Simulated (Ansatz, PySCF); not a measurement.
H2O (SMILES O) and HCl (SMILES Cl) are pulled apart as rigid monomers along the line of their centres of mass, from the B3LYP-D3(BJ)/def2-TZVP minimum. Starting geometry (charge 0, multiplicity 1):
```xyz
5

O      0.212     0.562     0.177
H      0.724    -0.157    -0.210
H     -0.661     0.517    -0.228
Cl     0.082     0.382     3.316
H      0.158     0.502     2.020
```

Interaction energies with rigid monomers; basis-set methods are counterpoise corrected unless marked otherwise.

Rows in 6-31G* carry no dispersion term and start afresh at each structure (6-31G* with six Cartesian d functions).

Programs: Ansatz (an electronic-structure program); PySCF for 6-31G* rows, the dispersion terms. 

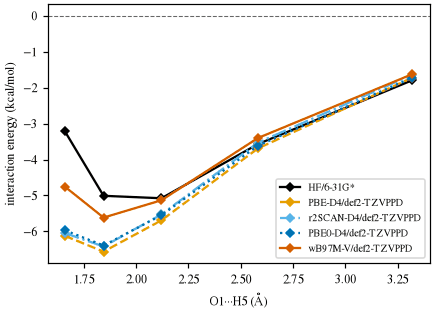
Figure: Interaction energy against separation

Task: Which level binds most strongly at O1···H5 = 1.84, and by how much?

Result: PBE-D4/def2-TZVPPD, -6.6 kcal/mol.
